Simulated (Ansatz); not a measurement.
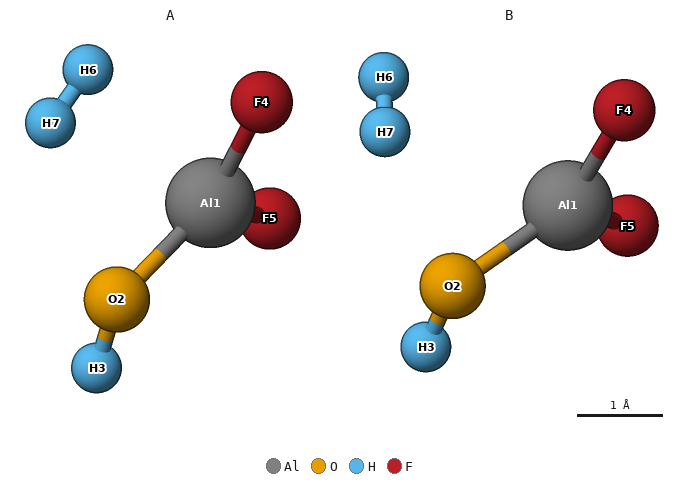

Two geometries of AlH$_{3}$OF$_{2}$, drawn at one scale. One is the start of a relaxation, the other its converged end. A ball-and-stick model, seen face on.

Method: RKS PBE-D4/def2-SVP in Ansatz 0.2.0. Settings: no spin polarisation; force threshold 0.03 eV/Å; at most 50 steps.

**Which geometry has the lower energy?**

Structure A is the relaxed one. The run prepares an end point of a later path (reaction) calculation, from a guessed geometry. The largest move after the best rigid fit is that of H6, 0.53 Å. By element the largest moves are H 0.53 Å, F 0.30 Å, Al 0.22 Å, O 0.17 Å. Near-neighbour distances that change, for instance: Al1–H6 2.755 → 2.223 Å, Al1–H7 2.364 → 2.166 Å, H6–H7 0.727 → 0.778 Å, Al1–O2 1.748 → 1.707 Å. Among the angles between lasting bonds that change: Al1–O2–H3 117.7° → 122.2°. After 11 geometry steps the energy has fallen by 3.65 kcal/mol. Largest force component: 1.5 eV/Å at the start, 0.03 eV/Å at the end.

Limits of the set-up: the start holds two separate molecules, 2.2 Å apart at their closest, whose relative position is a soft coordinate.
